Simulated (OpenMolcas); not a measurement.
CH2Cl2: a line through the functionals

CH2Cl2 has 5 atoms, charge 0, and is taken as a singlet. SMILES: `ClCCl`. Geometry: relaxed at PBE0-D4/def2-TZVP.

The vertical ionisation energy (to the doublet cation) y, in eV, basis aug-cc-pVDZ; a is the functional's share of exact exchange. Programs: OpenMolcas 26.06.

| functional | program | a | y (eV) |
| --- | --- | --- | --- |
| TPSS | OpenMolcas | 0 | 10.74 |
| revPBE | OpenMolcas | 0 | 10.63 |
| B3LYP | OpenMolcas | 0.2 | ? |
| PBE0 | OpenMolcas | 0.25 | 11.12 |
| BHLYP | OpenMolcas | 0.5 | 11.43 |

**Question.** Fit y = c + s·a to the known rows and predict B3LYP.

**Answer.** 
1. Means of the 4 rows: a = 0.1875, y = 10.980.
2. Σ(Δa)² = 0.17188, Σ(Δa·Δy) = 0.26, so the slope is 0.26/0.17188 = 1.5127.
3. Intercept: 10.980 − (1.5127) × 0.1875 = 10.696. The largest residual of the fit is 0.066.
4. B3LYP: 10.696 + (1.5127) × 0.2 = 11.00 eV.

The run gave 11.07 eV, so the prediction is off by -0.07 eV, about the scatter of the fit. The rows mix families of semi-local functionals, which the line can't see.

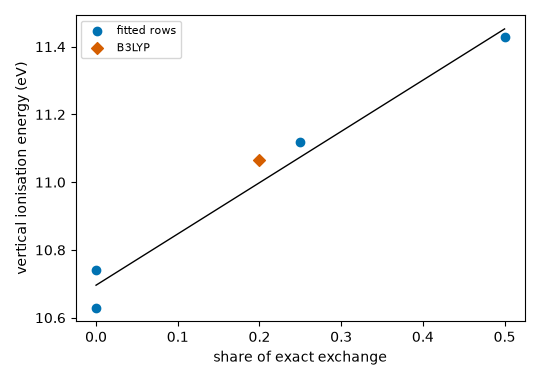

The fitted line, with the withheld row.
